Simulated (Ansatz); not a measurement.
**Run report: C₁₈Se, nudged elastic band (part 3 of 3)**

Continued. System: C₁₈Se (slab, 19 atoms in the cell). Method: DFT PBE, scalar-relativistic, plane waves, PAW, no spin polarisation (Ansatz 0.2.0); cutoff 420 eV, 2×2×1 k-mesh, Fermi–Dirac smearing of 0.05 eV. It belongs to a series of runs on one base structure; here: band between the two ends.

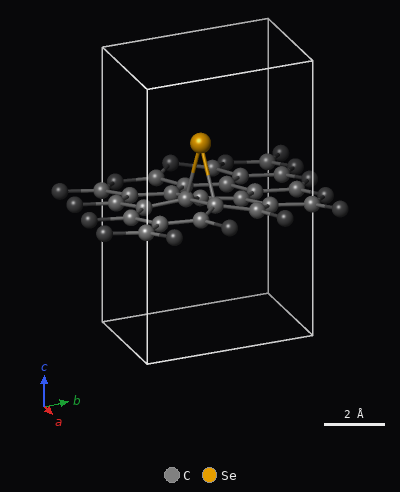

**Figure 1.** The starting structure (ball-and-stick view of the cell of the calculation, with the vacuum cut short, seen slightly off an axis; neighbours outside the cell are drawn fainter).

The last band as extended XYZ, continued
```
19
Lattice="7.3980 0.0000 0.0000 -3.6990 6.4069 0.0000 0.0000 0.0000 13.0000" Properties=species:S:1:pos:R:3:forces:R:3 image=2 energy=-9983.34582
C    -0.0033   -0.0242    0.9037   -0.0211  -0.0100  -0.0051
C     1.2219    0.6830    0.9400   -0.0214   0.0028  -0.0122
C    -1.2318    2.0912    1.0224   -0.0232  -0.0115   0.0097
C    -0.0097    2.8161    0.9557   -0.0093  -0.0155   0.0011
C    -2.4847    4.2610    1.0060   -0.0159   0.0015   0.0482
C    -1.2455    4.9574    0.9525   -0.0113  -0.0228   0.0086
C     2.4550   -0.0388    0.9423   -0.0065   0.0054  -0.0212
C     3.6934    0.6543    0.9955   -0.0062  -0.0195  -0.0376
C     1.2128    2.1119    0.9381   -0.0086  -0.0163  -0.0122
C     2.4326    2.8381    0.9787   -0.0211  -0.0009   0.0003
C    -0.0103    4.2427    0.9484   -0.0305   0.0074   0.0041
C     1.2134    4.9497    0.8995   -0.0041  -0.0259  -0.0201
C     4.9112   -0.0315    0.9289   -0.0437   0.0151  -0.0346
C     6.1598    0.6922    0.9381    0.0038  -0.0086  -0.0241
C     3.6626    2.0939    1.2182   -0.0252  -0.0143   0.0121
C     4.9308    2.8261    1.2198   -0.0068  -0.0056   0.1117
C     2.4478    4.2351    0.9091   -0.0241  -0.0096   0.0129
C     3.6988    4.9549    0.9190   -0.0139   0.0048   0.0244
Se    4.1153    2.3823    3.2566    0.2892   0.1235  -0.0662
19
Lattice="7.3980 0.0000 0.0000 -3.6990 6.4069 0.0000 0.0000 0.0000 13.0000" Properties=species:S:1:pos:R:3:forces:R:3 image=3 energy=-9983.30540
C    -0.0086   -0.0240    0.9057   -0.0279  -0.0069  -0.0044
C     1.2182    0.6840    0.9411   -0.0223   0.0092  -0.0102
C    -1.2386    2.0945    1.0139   -0.0312  -0.0137   0.0285
C    -0.0146    2.8181    0.9553   -0.0043  -0.0207   0.0034
C    -2.4882    4.2585    0.9985   -0.0166   0.0028   0.0608
C    -1.2490    4.9573    0.9511   -0.0136  -0.0317   0.0153
C     2.4506   -0.0384    0.9442   -0.0013   0.0056  -0.0225
C     3.6892    0.6550    0.9969   -0.0052  -0.0305  -0.0482
C     1.2083    2.1130    0.9417   -0.0172  -0.0172  -0.0186
C     2.4281    2.8392    0.9830   -0.0239   0.0006  -0.0219
C    -0.0143    4.2436    0.9491   -0.0378   0.0161   0.0048
C     1.2097    4.9510    0.9034    0.0027  -0.0390  -0.0278
C     4.9083   -0.0311    0.9290   -0.0561   0.0253  -0.0362
C     6.1548    0.6924    0.9363    0.0148  -0.0105  -0.0194
C     3.6605    2.0958    1.2124   -0.0352  -0.0184   0.0120
C     4.9255    2.8262    1.1872   -0.0147  -0.0094   0.1496
C     2.4438    4.2373    0.9118   -0.0314  -0.0045  -0.0003
C     3.6935    4.9556    0.9191   -0.0122   0.0034   0.0198
Se    4.0259    2.3366    3.2739    0.3335   0.1395  -0.0847
19
Lattice="7.3980 0.0000 0.0000 -3.6990 6.4069 0.0000 0.0000 0.0000 13.0000" Properties=species:S:1:pos:R:3:forces:R:3 image=4 energy=-9983.26512
C    -0.0148   -0.0244    0.9070   -0.0288  -0.0001  -0.0022
C     1.2137    0.6846    0.9410   -0.0219   0.0162  -0.0054
C    -1.2454    2.0978    1.0025   -0.0341  -0.0119   0.0317
C    -0.0195    2.8197    0.9536    0.0044  -0.0229   0.0034
C    -2.4916    4.2559    0.9883   -0.0089   0.0046   0.0577
C    -1.2530    4.9570    0.9482   -0.0137  -0.0373   0.0187
C     2.4457   -0.0376    0.9461    0.0087   0.0078  -0.0159
C     3.6842    0.6563    1.0014   -0.0026  -0.0354  -0.0451
C     1.2038    2.1133    0.9459   -0.0216  -0.0158  -0.0179
C     2.4239    2.8392    0.9915   -0.0203   0.0020  -0.0324
C    -0.0191    4.2439    0.9492   -0.0380   0.0269   0.0047
C     1.2059    4.9521    0.9081    0.0103  -0.0496  -0.0293
C     4.9051   -0.0312    0.9306   -0.0589   0.0349  -0.0340
C     6.1489    0.6917    0.9344    0.0245  -0.0110  -0.0164
C     3.6598    2.0982    1.2076   -0.0333  -0.0146   0.0106
C     4.9217    2.8269    1.1512   -0.0185  -0.0094   0.1338
C     2.4394    4.2395    0.9166   -0.0324   0.0061  -0.0102
C     3.6872    4.9560    0.9192   -0.0121  -0.0004   0.0137
Se    3.9402    2.2943    3.2925    0.2972   0.1100  -0.0654
19
Lattice="7.3980 0.0000 0.0000 -3.6990 6.4069 0.0000 0.0000 0.0000 13.0000" Properties=species:S:1:pos:R:3:forces:R:3 image=5 energy=-9983.23400
C    -0.0214   -0.0250    0.9078   -0.0246   0.0074   0.0003
C     1.2088    0.6849    0.9397   -0.0221   0.0209  -0.0018
C    -1.2518    2.1013    0.9897   -0.0324  -0.0096   0.0235
C    -0.0247    2.8209    0.9508    0.0133  -0.0206   0.0016
C    -2.4946    4.2534    0.9767    0.0024   0.0042   0.0436
C    -1.2572    4.9565    0.9442   -0.0111  -0.0381   0.0181
C     2.4404   -0.0363    0.9473    0.0186   0.0106  -0.0066
C     3.6784    0.6579    1.0075   -0.0001  -0.0342  -0.0305
C     1.1996    2.1128    0.9500   -0.0207  -0.0147  -0.0136
C     2.4198    2.8381    1.0033   -0.0139   0.0050  -0.0313
C    -0.0243    4.2440    0.9491   -0.0334   0.0351   0.0045
C     1.2020    4.9530    0.9138    0.0159  -0.0539  -0.0245
C     4.9020   -0.0314    0.9336   -0.0541   0.0401  -0.0269
C     6.1425    0.6903    0.9328    0.0307  -0.0095  -0.0134
C     3.6599    2.1008    1.2034   -0.0232  -0.0064   0.0061
C     4.9188    2.8281    1.1154   -0.0174  -0.0041   0.0899
C     2.4350    4.2419    0.9233   -0.0266   0.0155  -0.0140
C     3.6800    4.9561    0.9195   -0.0148  -0.0047   0.0084
Se    3.8559    2.2550    3.3086    0.2134   0.0570  -0.0332
19
Lattice="7.3980 0.0000 0.0000 -3.6990 6.4069 0.0000 0.0000 0.0000 13.0000" Properties=species:S:1:pos:R:3:forces:R:3 image=6 energy=-9983.21575
C    -0.0283   -0.0259    0.9080   -0.0181   0.0115   0.0021
C     1.2036    0.6850    0.9369   -0.0182   0.0227  -0.0005
C    -1.2577    2.1047    0.9760   -0.0279  -0.0070   0.0110
C    -0.0302    2.8216    0.9472    0.0187  -0.0132  -0.0013
C    -2.4972    4.2510    0.9644    0.0108   0.0015   0.0238
C    -1.2618    4.9555    0.9390   -0.0060  -0.0322   0.0134
C     2.4353   -0.0347    0.9473    0.0215   0.0110  -0.0003
C     3.6715    0.6592    1.0139    0.0005  -0.0243  -0.0123
C     1.1957    2.1115    0.9537   -0.0169  -0.0147  -0.0088
C     2.4156    2.8357    1.0180   -0.0057   0.0083  -0.0217
C    -0.0298    4.2438    0.9486   -0.0280   0.0343   0.0041
C     1.1983    4.9536    0.9204    0.0202  -0.0467  -0.0145
C     4.8990   -0.0319    0.9378   -0.0426   0.0370  -0.0146
C     6.1357    0.6882    0.9317    0.0317  -0.0059  -0.0083
C     3.6606    2.1030    1.2002   -0.0115  -0.0017   0.0013
C     4.9163    2.8295    1.0815   -0.0099   0.0042   0.0427
C     2.4309    4.2444    0.9323   -0.0175   0.0183  -0.0100
C     3.6722    4.9559    0.9204   -0.0156  -0.0060   0.0041
Se    3.7724    2.2211    3.3203    0.1145   0.0030  -0.0102
19
Lattice="7.3980 0.0000 0.0000 -3.6990 6.4069 0.0000 0.0000 0.0000 13.0000" Properties=species:S:1:pos:R:3:forces:R:3 image=7 energy=-9983.20923
C    -0.0351   -0.0268    0.9075   -0.0105   0.0106   0.0022
C     1.1979    0.6851    0.9326   -0.0097   0.0173  -0.0005
C    -1.2631    2.1077    0.9621   -0.0168  -0.0016   0.0022
C    -0.0357    2.8216    0.9424    0.0146  -0.0050  -0.0006
C    -2.4996    4.2484    0.9523    0.0119  -0.0014   0.0041
C    -1.2665    4.9540    0.9328    0.0001  -0.0203   0.0041
C     2.4304   -0.0333    0.9453    0.0169   0.0095   0.0008
C     3.6641    0.6598    1.0188   -0.0010  -0.0109  -0.0008
C     1.1918    2.1094    0.9567   -0.0079  -0.0116  -0.0007
C     2.4116    2.8324    1.0360    0.0000   0.0069  -0.0066
C    -0.0354    4.2434    0.9476   -0.0184   0.0229   0.0030
C     1.1945    4.9536    0.9281    0.0171  -0.0268  -0.0030
C     4.8957   -0.0327    0.9427   -0.0225   0.0231  -0.0030
C     6.1292    0.6859    0.9310    0.0233  -0.0041  -0.0011
C     3.6615    2.1042    1.1986   -0.0029  -0.0010  -0.0010
C     4.9140    2.8309    1.0513   -0.0010   0.0089   0.0071
C     2.4271    4.2467    0.9443   -0.0063   0.0142  -0.0026
C     3.6643    4.9554    0.9222   -0.0117  -0.0045  -0.0002
Se    3.6884    2.1945    3.3264    0.0246  -0.0262  -0.0033
19
Lattice="7.3980 0.0000 0.0000 -3.6990 6.4069 0.0000 0.0000 0.0000 13.0000" Properties=species:S:1:pos:R:3:forces:R:3 image=8 energy=-9983.20956
C    -0.0420   -0.0243    0.9074   -0.0078  -0.0045  -0.0041
C     1.1915    0.6879    0.9246    0.0063   0.0036   0.0038
C    -1.2699    2.1137    0.9450   -0.0108   0.0063   0.0005
C    -0.0414    2.8263    0.9320   -0.0068   0.0039  -0.0021
C    -2.5034    4.2502    0.9450    0.0001  -0.0125   0.0005
C    -1.2721    4.9579    0.9320    0.0000  -0.0079  -0.0021
C     2.4226   -0.0287    0.9488   -0.0008   0.0068   0.0024
C     3.6567    0.6655    1.0381    0.0018   0.0080   0.0003
C     1.1864    2.1124    0.9488    0.0056  -0.0041   0.0024
C     2.4047    2.8340    1.0381    0.0079  -0.0025   0.0003
C    -0.0415    4.2473    0.9481   -0.0090  -0.0052  -0.0013
C     1.1894    4.9580    0.9390    0.0067   0.0039  -0.0027
C     4.8921   -0.0291    0.9546    0.0014   0.0021  -0.0027
C     6.1224    0.6878    0.9291    0.0013  -0.0093   0.0011
C     3.6590    2.1126    1.1960   -0.0043  -0.0025   0.0039
C     4.9106    2.8351    1.0232    0.0114   0.0066   0.0069
C     2.4209    4.2512    0.9546    0.0025   0.0002  -0.0027
C     3.6569    4.9583    0.9291   -0.0074   0.0058   0.0011
Se    3.6250    2.0929    3.3265    0.0020   0.0011  -0.0055
```

The run was set up as follows.

Input file
```yaml
crystal:
  lattice:
    - [7.398, 0.0, 0.0]
    - [-3.699, 6.406856, 0.0]
    - [0.0, 0.0, 13.0]
  atoms:
    - { symbol: C, position: [-0.00154733, -0.00398939, 0.06905179] }
    - { symbol: C, position: [0.21900994, 0.10629535, 0.07246548] }
    - { symbol: C, position: [-0.00208217, 0.32571087, 0.07733942] }
    - { symbol: C, position: [0.21946738, 0.43902372, 0.07275723] }
    - { symbol: C, position: [-0.0020747, 0.6657676, 0.07734318] }
    - { symbol: C, position: [0.21948551, 0.77403406, 0.07276097] }
    - { symbol: C, position: [0.32985166, -0.00578687, 0.07275411] }
    - { symbol: C, position: [0.55140052, 0.10245172, 0.07734228] }
    - { symbol: C, position: [0.32982989, 0.32920674, 0.07275987] }
    - { symbol: C, position: [0.55138899, 0.44249701, 0.07734857] }
    - { symbol: C, position: [0.33030736, 0.66194636, 0.07247081] }
    - { symbol: C, position: [0.55086828, 0.77221934, 0.06906122] }
    - { symbol: C, position: [0.66190158, -0.00499111, 0.07111476] }
    - { symbol: C, position: [0.88741786, 0.1077652, 0.07111223] }
    - { symbol: C, position: [0.66002491, 0.32678966, 0.09542769] }
    - { symbol: C, position: [0.88929048, 0.44142494, 0.09541737] }
    - { symbol: C, position: [0.66190929, 0.66045661, 0.07111096] }
    - { symbol: C, position: [0.88740679, 0.77320542, 0.0711072] }
    - { symbol: Se, position: [0.77468317, 0.38407096, 0.24971688] }
basis:
  ecutwfc: 420.0
kpoints:
  mp_grid: { grid: [2, 2, 1] }
hamiltonian:
  xc: pbe
scf:
  occupations: { method: fermi_dirac, width: 0.05 }
  lower_state_search: "off"
neb:
  images: 7
  f_tol: 0.05
  initial_path: idpp
  max_iterations: 19
  optimiser: fire
  final_atoms:
    - { symbol: C, position: [-0.00757294, -0.00378647, 0.06979745] }
    - { symbol: C, position: [0.21474584, 0.10737292, 0.07112599] }
    - { symbol: C, position: [-0.00669977, 0.32991821, 0.07269429] }
    - { symbol: C, position: [0.21497464, 0.44113058, 0.071692] }
    - { symbol: C, position: [-0.00669978, 0.66338201, 0.07269429] }
    - { symbol: C, position: [0.21497464, 0.77384406, 0.071692] }
    - { symbol: C, position: [0.32522724, -0.00448682, 0.07298415] }
    - { symbol: C, position: [0.54621253, 0.10387247, 0.079854] }
    - { symbol: C, position: [0.32522723, 0.32971406, 0.07298415] }
    - { symbol: C, position: [0.54621253, 0.44234005, 0.079854] }
    - { symbol: C, position: [0.32584718, 0.66292359, 0.07292757] }
    - { symbol: C, position: [0.54770528, 0.77385264, 0.07223302] }
    - { symbol: C, position: [0.65900923, -0.00453444, 0.07343214] }
    - { symbol: C, position: [0.88125633, 0.10735871, 0.07146725] }
    - { symbol: C, position: [0.65946553, 0.32973276, 0.09199643] }
    - { symbol: C, position: [0.88503538, 0.44251769, 0.07871146] }
    - { symbol: C, position: [0.65900923, 0.66354367, 0.07343214] }
    - { symbol: C, position: [0.88125632, 0.77389761, 0.07146725] }
    - { symbol: Se, position: [0.65333184, 0.32666592, 0.25588353] }
  order_check: false
```

Command:
```bash
ansatz run input.yaml --threads 1 --pin off --max-ram 3072MiB --backend cpu --events-out ev --progress --plain --runs-dir out
```

Key numbers

```csv
quantity,value
outcome,converged
"barrier, forward",0.174 eV
"barrier, backward",0.000 eV
electrons treated,88
hardware,"1 thread of Arm Neoverse V2, 24 GiB of memory available, shared host"
wall time,13 min
peak memory,1.1 GiB
```

Remarks

The k-point mesh is coarse for a cell of this size, so the results may not be converged. The order of the saddle point was not checked.
